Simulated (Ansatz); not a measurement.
# C₂H₅ClGeO: small, medium and large basis sets

Aim: see how fast density functionals converge with the basis set for C₂H₅ClGeO.

Method: one geometry, several basis sets; program: Ansatz 0.2.0, Gaussian basis.

The runs, in order: PBE0-D4/def2-SVP; ωB97M-V/def2-SVP; PBE0-D4/def2-QZVPP; ωB97M-V/def2-QZVPP; the functionals' def2-TZVPP values are taken from earlier runs.

### 1 The geometry

An earlier PBE0-D4 in a triple-zeta def2 set relaxation fixed the geometry.

SMILES `Cl[C]1([GeH3])CO1`, 10 atoms, charge 0, spin multiplicity 1.

Atoms are counted from 1 here; the program's logs count them from 0.

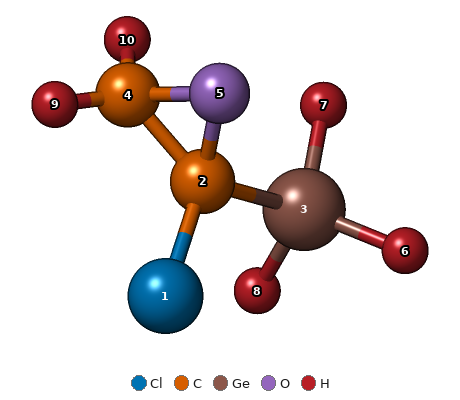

The structure; chlorine blue, carbon orange, germanium brown, oxygen purple, hydrogen red; atoms are numbered from 1 in the order of the file.

As a file:

```xyz
10
charge 0, multiplicity 1
Cl   -1.01087   -1.09484    1.73315
C    -0.43598   -0.05425    0.41585
Ge    1.50274   -0.19739    0.11895
C    -1.40228    0.29812   -0.62138
O    -1.00033    1.22177    0.38603
H     2.22138    0.30301    1.37585
H     1.83867    0.68246   -1.09445
H     1.85066   -1.66414   -0.16011
H    -2.41731   -0.07443   -0.52247
H    -1.06368    0.52859   -1.62842
```

### 2 PBE0-D4 in def2-SVP

The input, in.yaml:

```yaml
crystal:
  periodic: [false, false, false]
  atoms:
    - {symbol: Cl, position_ang: [-1.010869, -1.094840, 1.733151]}
    - {symbol: C, position_ang: [-0.435982, -0.054254, 0.415850]}
    - {symbol: Ge, position_ang: [1.502741, -0.197388, 0.118946]}
    - {symbol: C, position_ang: [-1.402282, 0.298116, -0.621379]}
    - {symbol: O, position_ang: [-1.000327, 1.221772, 0.386031]}
    - {symbol: H, position_ang: [2.221382, 0.303015, 1.375854]}
    - {symbol: H, position_ang: [1.838671, 0.682456, -1.094449]}
    - {symbol: H, position_ang: [1.850656, -1.664139, -0.160113]}
    - {symbol: H, position_ang: [-2.417313, -0.074431, -0.522471]}
    - {symbol: H, position_ang: [-1.063676, 0.528592, -1.628420]}
basis:
  gaussian: {orbitals: def2-SVP}
hamiltonian: {xc: pbe0, dispersion: d4}
output: {orbitals: {seedname: orbitals}}
```

Command:

```console
> ansatz run in.yaml --threads 4 --pin off --events-out ev --progress --plain --max-ram 10444MiB
```

Output:

```text
Functional definition: PBE0
  name "PBE0"
  cite "Adamo & Barone, J. Chem. Phys. 110, 6158 (1999) doi:10.1063/1.478522"
  cite "Perdew, Burke & Ernzerhof, Phys. Rev. Lett. 77, 3865 (1996) doi:10.1103/PhysRevLett.77.3865"
  parent pbe
  parameter a = 0.25
  parameter kappa = 0.804
  parameter beta = 0.06672455060314922
  exchange = (1 - a)*pbe_x(kappa = kappa, mu = beta*pi^2/3) + a*exact_x
  correlation = pbe_c(beta = beta)
1148 factors; integrals over basis functions are off by at most 1.4e-3 eV
mean field evaluation 1: about -73209.0304 eV, gradient 3.5e1 eV
mean field evaluation 2: about -73207.1200 eV, gradient 4.7e1 eV
mean field evaluation 4: about -73211.4930 eV, gradient 2.8e0 eV
mean field evaluation 8: about -73211.7044 eV, gradient 2.7e-1 eV
mean field evaluation 16: about -73211.7046 eV, gradient 6.2e-5 eV
mean field -73211.70455632 eV, -2690.4805177691 hartree, gradient 1.5e-5 eV, S^2 0.000000; 0 other end points of the search recorded, 0 dependent functions left out
reference -73211.70458264 eV, -2690.4805187364 hartree; 37, 37 occupied and 80, 80 virtual orbitals, 1148 factors
Total energy: -73211.90892584 eV, -2690.4880282105 hartree
```

Wall time 1.6 s (4 threads of Arm Neoverse V1, shared host); peak memory 0.27 GiB.

### 3 ωB97M-V in def2-SVP

in.yaml: that of step 2 with these lines changed.

```diff
@@ -15,3 +15,3 @@
   gaussian: {orbitals: def2-SVP}
-hamiltonian: {xc: pbe0, dispersion: d4}
+hamiltonian: {xc: {name: wB97M-V}}
 output: {orbitals: {seedname: orbitals}}
```

The command is unchanged.

Output, cut to the lines that bear on the results:

```text
Functional definition: wB97M-V
  name "wB97M-V"
  cite "Mardirossian & Head-Gordon, J. Chem. Phys. 144, 214110 (2016) doi:10.1063/1.4952647"
  cite "Becke, J. Chem. Phys. 107, 8554 (1997) doi:10.1063/1.475007"
  cite "Vydrov & Van Voorhis, J. Chem. Phys. 133, 244103 (2010) doi:10.1063/1.3521275"
  # Of w^i u^j: cxij and so on, Table III.
[...]
  gx(w, u) = 1 - cx + cx01*u + cx10*w
  gss(w, u) = css00 + css04*u^4 + css10*w + css20*w^2 + css43*w^4*u^3
  gos(w, u) = cos00 + cos10*w + (cos20 + cos21*u)*w^2 + (cos60 + cos61*u)*w^6
[...]
      + integral(e_c_pw_mod_opposite_spin*gos(b97_w_opposite, b97_u_opposite)) + vv10(b, c)
1148 factors; integrals over basis functions are off by at most 1.4e-3 eV
298 factors; integrals over basis functions are off by at most 5.9e-6 eV
[...]
mean field -73222.13516424 eV, -2690.8638355399 hartree, gradient 2.4e-5 eV, S^2 0.000000; 0 other end points of the search recorded, 0 dependent functions left out
reference -73222.13520409 eV, -2690.8638370045 hartree; 37, 37 occupied and 80, 80 virtual orbitals, 1148 factors
Total energy: -73222.13520409 eV, -2690.8638370045 hartree
```

Wall time 6.5 s (4 threads of Arm Neoverse V1, shared host); peak memory 0.4 GiB.

### 4 PBE0-D4 in def2-QZVPP

in.yaml: that of step 3 with these lines changed.

```diff
@@ -14,4 +14,4 @@
 basis:
-  gaussian: {orbitals: def2-SVP}
-hamiltonian: {xc: {name: wB97M-V}}
+  gaussian: {orbitals: "def2-QZVPP.json"}
+hamiltonian: {xc: pbe0, dispersion: d4}
 output: {orbitals: {seedname: orbitals}}
```

Launched as before.

Output:

```text
Functional definition: PBE0
  name "PBE0"
  cite "Adamo & Barone, J. Chem. Phys. 110, 6158 (1999) doi:10.1063/1.478522"
  cite "Perdew, Burke & Ernzerhof, Phys. Rev. Lett. 77, 3865 (1996) doi:10.1103/PhysRevLett.77.3865"
  parent pbe
  parameter a = 0.25
  parameter kappa = 0.804
  parameter beta = 0.06672455060314922
  exchange = (1 - a)*pbe_x(kappa = kappa, mu = beta*pi^2/3) + a*exact_x
  correlation = pbe_c(beta = beta)
1756 factors; their error is unknown
mean field evaluation 1: about -73225.0206 eV, gradient 4.8e1 eV
mean field evaluation 2: about -73219.7515 eV, gradient 7.0e1 eV
mean field evaluation 4: about -73229.5683 eV, gradient 5.3e0 eV
mean field evaluation 8: about -73229.6136 eV, gradient 1.5e-1 eV
mean field evaluation 16: about -73229.7679 eV, gradient 3.6e-4 eV
mean field -73229.76785567 eV, -2691.1443317763 hartree, gradient 2.9e-5 eV, S^2 0.000000; 0 other end points of the search recorded, 0 dependent functions left out
reference -73229.76789521 eV, -2691.1443332295 hartree; 37, 37 occupied and 443, 443 virtual orbitals, 1756 factors
Total energy: -73229.97223841 eV, -2691.1518427036 hartree
```

It took 12 s on 4 threads of Arm Neoverse V1, shared host; peak memory 2.1 GiB.

### 5 ωB97M-V in def2-QZVPP

in.yaml: that of step 4 with these lines changed.

```diff
@@ -15,3 +15,3 @@
   gaussian: {orbitals: "def2-QZVPP.json"}
-hamiltonian: {xc: pbe0, dispersion: d4}
+hamiltonian: {xc: {name: wB97M-V}}
 output: {orbitals: {seedname: orbitals}}
```

Same command.

Output, cut to the lines that bear on the results:

```text
Functional definition: wB97M-V
  name "wB97M-V"
  cite "Mardirossian & Head-Gordon, J. Chem. Phys. 144, 214110 (2016) doi:10.1063/1.4952647"
  cite "Becke, J. Chem. Phys. 107, 8554 (1997) doi:10.1063/1.475007"
  cite "Vydrov & Van Voorhis, J. Chem. Phys. 133, 244103 (2010) doi:10.1063/1.3521275"
  # Of w^i u^j: cxij and so on, Table III.
[...]
  gx(w, u) = 1 - cx + cx01*u + cx10*w
  gss(w, u) = css00 + css04*u^4 + css10*w + css20*w^2 + css43*w^4*u^3
  gos(w, u) = cos00 + cos10*w + (cos20 + cos21*u)*w^2 + (cos60 + cos61*u)*w^6
[...]
      + integral(e_c_pw_mod_opposite_spin*gos(b97_w_opposite, b97_u_opposite)) + vv10(b, c)
1728 factors; their error is unknown
371 factors; integrals over basis functions are off by at most 1.9e-5 eV
[...]
mean field -73240.23721509 eV, -2691.5290736387 hartree, gradient 1.6e-5 eV, S^2 0.000000; 0 other end points of the search recorded, 0 dependent functions left out
reference -73240.23727714 eV, -2691.5290759189 hartree; 37, 37 occupied and 443, 443 virtual orbitals, 1728 factors
Total energy: -73240.23727714 eV, -2691.5290759189 hartree
```

Run time: 25 s. Hardware: 4 threads of Arm Neoverse V1, shared host; peak memory 2.5 GiB.

### 6 Functionals by basis

The def2-TZVPP values come from earlier runs at the same geometry.

```csv
functional,basis,functions,energy (eV),from the largest (eV),HOMO (eV),LUMO (eV)
PBE0-D4,def2-SVP,117,-73211.9089,18.063,-7.89,0.60
PBE0-D4,def2-TZVPP,253,-73228.1517,1.821,-8.00,0.27
PBE0-D4,def2-QZVPP,480,-73229.9722,0.000,-8.03,0.06
ωB97M-V,def2-SVP,117,-73222.1352,18.102,-10.10,2.51
ωB97M-V,def2-TZVPP,253,-73238.4687,1.769,-10.24,2.15
ωB97M-V,def2-QZVPP,480,-73240.2373,0.000,-10.27,1.63
```

### 7 Summary of results

```
                                       quantity           value
PBE0-D4: double and triple zeta above quadruple  18.06, 1.82 eV
ωB97M-V: double and triple zeta above quadruple  18.10, 1.77 eV
```

PBE0-D4 gains 16.24 eV from double to triple zeta, then 1.82 eV more. These are total energies; as a rule much of such shifts cancels in differences, which this series doesn't test. The LUMO of ωB97M-V is positive and keeps falling with the basis (2.51 to 1.63 eV): an unbound level that the basis holds in place.

For PBE0-D4 the largest set took about 7 times as long as the smallest (12 s against 1.6 s).
